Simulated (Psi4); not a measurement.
**CH3Cl2Si (SMILES [CH2][SiH](Cl)Cl) at U-wB97X-V/6-31G(d) (spherical functions)**

Aim: the vertical ionisation energy of CH3Cl2Si at U-wB97X-V/6-31G* (spherical functions), from 2 runs. 

The results are computed with Psi4 1.11.

5 further runs of the same task are left out: 2 that didn't finish, 3 set aside as unsound or not needed.

## Step 1: Starting point

CH3Cl2Si has 7 atoms, charge 0, and is taken as a doublet. As SMILES, `[CH2][SiH](Cl)Cl`. The coordinates come from a PBE0-D4/def2-TZVP relaxation. This is one conformer, not always the lowest.

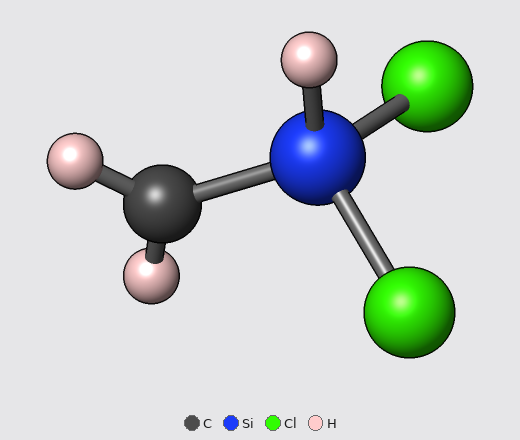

The structure, seen from a chosen angle (carbon dark grey, silicon blue, chlorine green, hydrogen pink).

## Step 2: The energy at U-wB97X-V/6-31G(d) (spherical functions)

Input file job.dat:

```
memory 2200 mb

molecule mol {
  0 2
  C     -0.692700     0.892600     0.197500
  Si     0.466300    -0.499500    -0.003900
  Cl     1.593800    -0.235400    -1.694300
  Cl    -0.574000    -2.252500    -0.209200
  H     -1.447700     1.127200    -0.545500
  H     -0.668800     1.540600     1.067500
  H      1.384500    -0.641000     1.142000
  symmetry c1
}

set {
  basis                6-31G*
  reference            uks
  puream               true
  e_convergence        1e-09
  d_convergence        1e-08
  scf_type             pk
  dft_radial_points    99
  dft_spherical_points 590
  maxiter              100
}

e_tot, wfn = energy("wb97x-v", return_wfn=True)
```

On the command line:

```console
$ psi4 -n 1 job.dat job.out
```

job.out:

```text
[...]
  Running in c1 symmetry.
[...]
  Nuclear repulsion =  261.789143782980091
[...]
  Multiplicity = 2
[...]
  Nalpha       = 29
  Nbeta        = 28
[...]
    Number of basis functions: 74
[...]
   @UKS iter   1: -1249.53088542839077   -3.96717e-01   4.15910e-03 DIIS/ADIIS
[...]
   @UKS iter  12: -1249.59141372127237   -2.95586e-12   4.63330e-09 DIIS
[...]
   @S^2 Observed:                7.528625678E-01
[...]
    Orbital Energies [Eh]
    ---------------------
    Alpha Occupied:
       1A   -101.513146     2A   -101.513075     3A    -66.215123
       4A    -10.315897     5A     -9.558895     6A     -9.558816
       7A     -7.312383     8A     -7.312314     9A     -7.305900
      10A     -7.305828    11A     -7.305676    12A     -7.305601
      13A     -5.462793    14A     -3.814692    15A     -3.812821
      16A     -3.809974    17A     -0.983977    18A     -0.953396
      19A     -0.846781    20A     -0.655342    21A     -0.571732
      22A     -0.523033    23A     -0.518264    24A     -0.509421
      25A     -0.447493    26A     -0.443905    27A     -0.428334
      28A     -0.423764    29A     -0.365322
    Alpha Virtual:
[...]
  @UKS Final Energy: -1249.59141372127237
   => Energetics <=
    Nuclear Repulsion Energy =            261.7891437829800907
    One-Electron Energy =               -2246.3308416180757376
    Two-Electron Energy =                 797.5527638483733881
    DFT Exchange-Correlation Energy =     -62.8357832298360606
    Empirical Dispersion Energy =           0.0000000000000000
    VV10 Nonlocal Energy =                  0.2333034952859196
    Total Energy =                      -1249.5914137212723745
[...]
 Multipole Moments:
 ------------------------------------------------------------------------------------
     Multipole            Electronic (a.u.)      Nuclear  (a.u.)        Total (a.u.)
 ------------------------------------------------------------------------------------
 L = 1.  Multiply by 2.5417464519 to convert [e a0] to [Debye]
 Dipole X            :          1.6728337           -1.9619314           -0.2890978
 Dipole Y            :         -4.2025750            4.9504236            0.7478486
 Dipole Z            :         -3.2659045            3.8587550            0.5928505
 Magnitude           :                                                    0.9971594
[...]
```

Wall time 3.6 min (1 thread of Intel Xeon Platinum 8259CL at 2.50GHz (Skylake/Cascade Lake), shared host); peak memory 0.97 GiB.

## Step 3: The singlet cation, same level

Input file ch3cl2si.json:

```json
{
  "schema_name": "qcschema_input",
  "schema_version": 1,
  "molecule": {
    "schema_name": "qcschema_molecule",
    "schema_version": 2,
    "symbols": ["C", "Si", "Cl", "Cl", "H", "H", "H"],
    "geometry": [-1.30901329, 1.68676954, 0.37322091, 0.88117929, -0.9439182, -0.00736993, 3.0118455, -0.44484153, -3.20176297, -1.0847028, -4.2566081, -0.39533071, -2.73575651, 2.13009929, -1.0308456, -1.26384883, 2.91131207, 2.01728264, 2.61632582, -1.21131445, 2.15806723],
    "molecular_charge": 1,
    "molecular_multiplicity": 1,
    "fix_symmetry": "c1"
  },
  "driver": "energy",
  "model": {
    "method": "wb97x-v",
    "basis": "6-31G*"
  },
  "keywords": {
    "reference": "rks",
    "puream": true,
    "e_convergence": 1e-09,
    "d_convergence": 1e-08,
    "scf_type": "pk",
    "dft_radial_points": 99,
    "dft_spherical_points": 590
  }
}
```

On the command line:

```console
$ psi4 --qcschema ch3cl2si.json -n 1 --memory 2200MB
```

stdout:

```text
[...]
  Running in c1 symmetry.
[...]
  Nuclear repulsion =  261.789143725078929
[...]
  Multiplicity = 1
[...]
  Nalpha       = 28
  Nbeta        = 28
[...]
    Number of basis functions: 74
[...]
   @RKS iter   1: -1249.17826136590952   -4.40925e-02   3.21099e-03 ADIIS/DIIS
[...]
   @RKS iter  14: -1249.22286046017530   -1.09139e-11   4.49334e-09 DIIS
[...]
    Orbital Energies [Eh]
    ---------------------
    Doubly Occupied:
       1A   -101.713541     2A   -101.712840     3A    -66.428307
       4A    -10.680372     5A     -9.757767     6A     -9.757097
       7A     -7.511949     8A     -7.511247     9A     -7.505037
      10A     -7.504375    11A     -7.503579    12A     -7.502928
      13A     -5.678076    14A     -4.028972    15A     -4.028746
      16A     -4.025234    17A     -1.184516    18A     -1.145684
      19A     -1.128655    20A     -0.888181    21A     -0.865673
      22A     -0.760617    23A     -0.711072    24A     -0.707343
      25A     -0.637829    26A     -0.628746    27A     -0.616742
      28A     -0.613200
[...]
  @RKS Final Energy: -1249.22286046017530
   => Energetics <=
    Nuclear Repulsion Energy =            261.7891437250789295
    One-Electron Energy =               -2233.9240395069828082
    Two-Electron Energy =                 785.3480705810100062
    DFT Exchange-Correlation Energy =     -62.6668503063535596
    Empirical Dispersion Energy =           0.0000000000000000
    VV10 Nonlocal Energy =                  0.2308150470720667
    Total Energy =                      -1249.2228604601752977
[...]
 Multipole Moments:
 ------------------------------------------------------------------------------------
     Multipole            Electronic (a.u.)      Nuclear  (a.u.)        Total (a.u.)
 ------------------------------------------------------------------------------------
 L = 1.  Multiply by 2.5417464519 to convert [e a0] to [Debye]
 Dipole X            :          0.5574447           -1.9619314           -1.4044868
 Dipole Y            :         -2.3852177            4.9504236            2.5652059
 Dipole Z            :         -2.4357255            3.8587550            1.4230295
 Magnitude           :                                                    3.2523649
[...]
```

The result, in JSON:

```text
{
 "driver": "energy",
 "model": {
  "method": "wb97x-v",
  "basis": "6-31G*"
 },
 "success": true,
 "return_result": -1249.2228604601753,
 "properties": {
  "calcinfo_nbasis": 74,
  "calcinfo_nmo": 74,
  "calcinfo_nalpha": 28,
  "calcinfo_nbeta": 28,
  "calcinfo_natom": 7,
  "nuclear_repulsion_energy": 261.78914372507893,
  "return_energy": -1249.2228604601753,
  "scf_one_electron_energy": -2233.924039506983,
  "scf_two_electron_energy": 785.34807058101,
  "scf_vv10_energy": 0.23081504707206674,
  "scf_xc_energy": -62.66685030635356,
  "scf_dipole_moment": [-1.4044867722088368, 2.5652059135890335, 1.423029517605472],
  "scf_total_energy": -1249.2228604601753,
  "scf_iterations": 14
 }
}
```

It took 3.2 min on 1 thread of Intel Xeon Platinum 8259CL at 2.50GHz (Skylake/Cascade Lake), shared host; peak memory 0.97 GiB.

## Step 4: Summary of results

At U-wB97X-V/6-31G* (spherical functions):

| quantity | value |
| --- | --- |
| doublet CH3Cl2Si: total energy | -1249.59141 Eh |
| doublet CH3Cl2Si: dipole moment | 2.53 D |
| doublet CH3Cl2Si: HOMO energy (highest over α and β) | -9.94 eV |
| doublet CH3Cl2Si: LUMO energy (lowest over α and β) | -0.90 eV |
| doublet CH3Cl2Si: ⟨S²⟩ | 0.753 |
| singlet cation: total energy | -1249.22286 Eh |
| singlet cation: HOMO energy | -16.69 eV |
| singlet cation: LUMO energy | -9.92 eV |
| singlet cation: HOMO–LUMO gap | 6.76 eV |
| vertical ionisation energy (to the singlet cation) | 10.029 eV |

In words: The vertical ionisation energy comes to 10.03 eV (968 kJ/mol). Only the singlet of the ionised species was computed; a triplet could lie lower.
